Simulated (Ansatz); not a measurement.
**Single-point calculation of Si₂H₄S**

The run: single-point calculation of Si₂H₄S. Method and program: RHF-CCSD(T), frozen core/def2-TZVPP (Ansatz 0.2.0).

The geometry comes from this level: PBE0-D4/def2-TZVP.

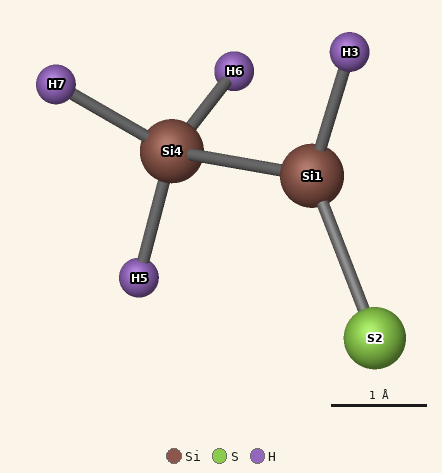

Fig. 1: The structure as given in the input (ball-and-stick view, seen at a tilt; atoms are numbered from 1 in the order of the input). Bond lengths as drawn: H–Si 1.48 to 1.49 Å, Si–Si 2.34 Å and S–Si 1.95 Å.

Input file
```yaml
crystal:
  periodic: [false, false, false]
  atoms:
    - {symbol: Si, position_ang: [-0.598359, -0.088950, -1.016523]}
    - {symbol: S, position_ang: [0.727332, -0.868462, -2.211450]}
    - {symbol: H, position_ang: [-1.391444, 1.122825, -1.379302]}
    - {symbol: Si, position_ang: [-1.130620, -0.913827, 1.111019]}
    - {symbol: H, position_ang: [-0.304733, -2.109812, 1.399132]}
    - {symbol: H, position_ang: [-2.578025, -1.256788, 1.141327]}
    - {symbol: H, position_ang: [-0.874144, 0.154211, 2.114736]}
basis:
  gaussian: {orbitals: def2-TZVPP}
correlation: {method: ccsd_t}
```

Launch command:
```bash
ansatz run in.yaml --threads 4 --pin off --events-out ev --progress --plain --max-ram 9574MiB
```

Output
```
Functional definition: HF
  name "HF"
  cite "Fock, Z. Phys. 61, 126 (1930) doi:10.1007/BF01340294"
  parent pbe
  exchange = exact_x
  correlation = 0
1030 factors; integrals over basis functions are off by at most 7.9e-4 eV
mean field evaluation 1: about -26603.9568 eV, gradient 2.0e1 eV
mean field evaluation 2: about -26604.1716 eV, gradient 2.1e1 eV
mean field evaluation 4: about -26606.1193 eV, gradient 3.0e0 eV
mean field evaluation 8: about -26606.1771 eV, gradient 1.8e-1 eV
mean field evaluation 16: about -26603.9569 eV, gradient 2.0e1 eV
mean field -26606.17750586 eV, -977.7589890256 hartree, gradient 9.1e-6 eV, S^2 0.000000; 0 other end points of the search recorded, 0 dependent functions left out
15 core orbitals not correlated: weight in the atoms' cores, before any rotation towards them, 1.000 or more for the frozen orbitals, at most 0.000 for the correlated occupied ones
reference -26606.17750586 eV, -977.7589890256 hartree; 9, 9 occupied and 158, 158 virtual orbitals, 1030 factors
second order -11.14060206 eV of doubles, -0.00000000 eV of singles
cycle   1  -12.00943993 eV  change   -8.7e-1 eV  update   9.8e-2
cycle   2  -12.40251114 eV  change   -3.9e-1 eV  update   3.2e-2
cycle   3  -12.50310230 eV  change   -1.0e-1 eV  update   2.0e-2
cycle   4  -12.49437954 eV  change    8.7e-3 eV  update   6.5e-3
cycle   5  -12.49307323 eV  change    1.3e-3 eV  update   3.0e-3
cycle   6  -12.49330785 eV  change   -2.3e-4 eV  update   1.1e-3
cycle   7  -12.49339221 eV  change   -8.4e-5 eV  update   3.9e-4
cycle   8  -12.49358628 eV  change   -1.9e-4 eV  update   1.6e-4
cycle   9  -12.49361399 eV  change   -2.8e-5 eV  update   4.3e-5
cycle  10  -12.49359212 eV  change    2.2e-5 eV  update   1.7e-5
```

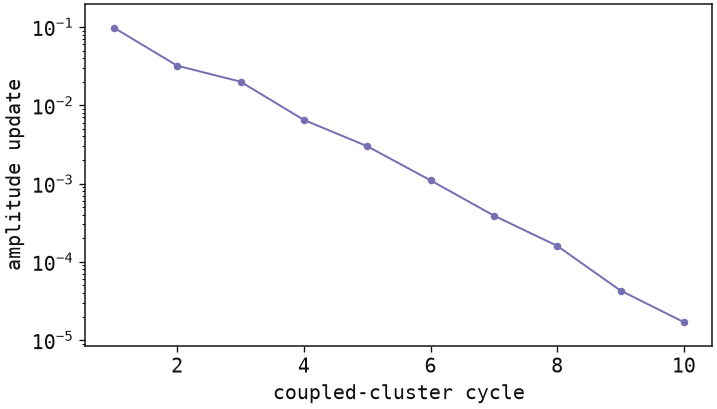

Fig. 2: Convergence of the coupled-cluster equations: amplitude update against the coupled-cluster cycle. The residual falls at every step.

```
perturbative correction -0.59520757 eV, -0.0218734747 hartree
Total energy: -26619.26630555 eV, -978.2399935423 hartree
```

Key numbers

- outcome: converged
- total energy: −26619.2663 eV
- mean-field energy: −26606.1775 eV
- CCSD correlation: −12.4936 eV
- (T) correction: −0.5952 eV
- T1 diagnostic: 0.018
- SCF solution under orbital rotations: stable
- hardware: 4 threads of Arm Neoverse V2, 23 GiB of memory available, shared host
- wall time: 13 s (CPU time 47 s)
- peak memory: 1.5 GiB
